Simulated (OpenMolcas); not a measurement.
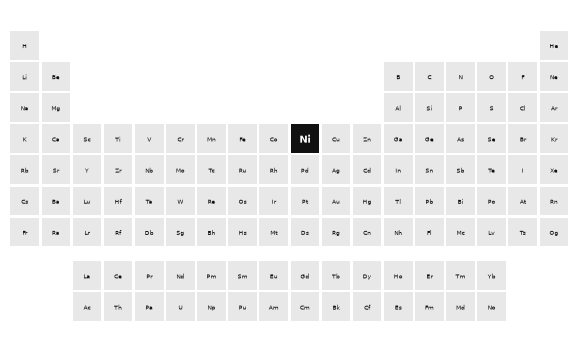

**Figure 1.** The place of nickel in the periodic table.

Multiconfigurational calculation, with input and output: Ni⁶⁺

Ni⁶⁺. Level asked for: state-averaged MS-CASPT2, IPEA shift 0.25, imaginary shift 0.1 hartree, semicore shells correlated, active space 4 electrons in the shell 3d, basis ANO-R2, X2C scalar Hamiltonian, spin-orbit coupling by RASSI with atomic mean-field integrals (OpenMolcas).

### Input file
```
&GATEWAY
Coord
1

Ni 0.0 0.0 0.0
Basis=ANO-R2
Group=XYZ
NoMove
AngMom=0.0 0.0 0.0
AMFI
&SEWARD
&RASSCF
FileOrb=start.orb
Symmetry=1
Spin=5
nActEl=4 0 0
Inactive=3 6
Ras2=5 0
CIRoot=5 5 1
SDav=5
CIMx=300
Iter=120 100
PrWF=0.3
OrbListing=Nothing
MaxOrb=0
Atom
>>> COPY $Project.JobIph JOB001
&RASSCF
FileOrb=start.orb
Symmetry=1
Spin=3
nActEl=4 0 0
Inactive=3 6
Ras2=5 0
CIRoot=45 45 1
SDav=45
CIMx=300
Iter=120 100
PrWF=0.3
OrbListing=Nothing
MaxOrb=0
Atom
>>> COPY $Project.JobIph JOB002
&RASSCF
FileOrb=start.orb
Symmetry=1
Spin=1
nActEl=4 0 0
Inactive=3 6
Ras2=5 0
CIRoot=50 50 1
SDav=50
CIMx=300
Iter=120 100
PrWF=0.3
OrbListing=Nothing
MaxOrb=0
Atom
>>> COPY $Project.JobIph JOB003
&RASSI
NrOfJobIphs=3 5 30 13
1 2 3 4 5
1 2 3 4 5 6 7 8 9 10 11 12 13 14 15 16 17 18 19 20 21 22 23 24 25 26 27
28 29 30
1 2 3 4 5 6 7 8 9 10 11 12 13
IphNames
JOB001
JOB002
JOB003
EJob
SpinOrbit
DIPRint=1.0
SOCoupling=1000.0
Subsets=2
MEES
Property=10
'ANGMOM' 1 'ANGMOM' 2 'ANGMOM' 3 'MLTPL  1' 1 'MLTPL  1' 2 'MLTPL  1' 3
'AMFI' 1 'AMFI' 2 'AMFI' 3 'MLTPL  2' 6
SOProperty=3
'ANGMOM' 1 'ANGMOM' 2 'ANGMOM' 3
>>> COPY JOB001 $Project.JobIph
&CASPT2
Multistate=5 1 2 3 4 5
Frozen=22 23
IPEA=0.25
Imaginary=0.1
MaxIter=60
WThr=0.0 0.3 0.05
PrWF=0.5
NoMix
```

The file start.orb holds starting orbitals from an earlier step.

Launched with:
```bash
OMP_NUM_THREADS=1 MOLCAS_MEM=2252 MOLCAS_PROJECT=a pymolcas a.inp > a.log  # once for each step of the input, in one work folder
```

### The program's output (extracts)
```
|       MOLCAS_SOURCE = [file]
  |    MOLCAS_STRUCTURE = 0
  |
   -----------------------------------------------------------------------------------------
++ ---------   Input file   ---------
>>> COPY JOB001 $Project.JobIph
&CASPT2
Multistate=5 1 2 3 4 5
Frozen=22 23
IPEA=0.25
Imaginary=0.1
MaxIter=60
WThr=0.0 0.3 0.05
PrWF=0.5
NoMix
-- ----------------------------------
>>> COPY JOB001 a.JobIph
*** symbolic link created: INPORB -> a.RasOrb
--- Start Module: caspt2 at  ---
()()()()()()()()()()()()()()()()()()()()()()()()()()()()()()()()()()()()()()()()()()()()()()()()()()
                                              &CASPT2
                                   only a single process is used
                       available to each process: 2.3 GB of memory, 1 thread
()()()()()()()()()()()()()()()()()()()()()()()()()()()()()()()()()()()()()()()()()()()()()()()()()()
 ###    WARNING: User changed nr of frozen orbitals.                         ###
 ###    ERROR: Too many frozen orbitals!                                     ###
--- Stop Module: caspt2 at  /rc=_RC_INPUT_ERROR_ ---
.####################.
.# User input error #.
.####################.
```

### Outcome

| quantity | value |
| --- | --- |
| outcome | refused by the program |
| hardware | 1 CPU thread, shared host |

### What went wrong

One thing in this input was made wrong on purpose: too many frozen. The program refused the input; the driver noted: CASPT2 spin 5: _RC_INPUT_ERROR_.
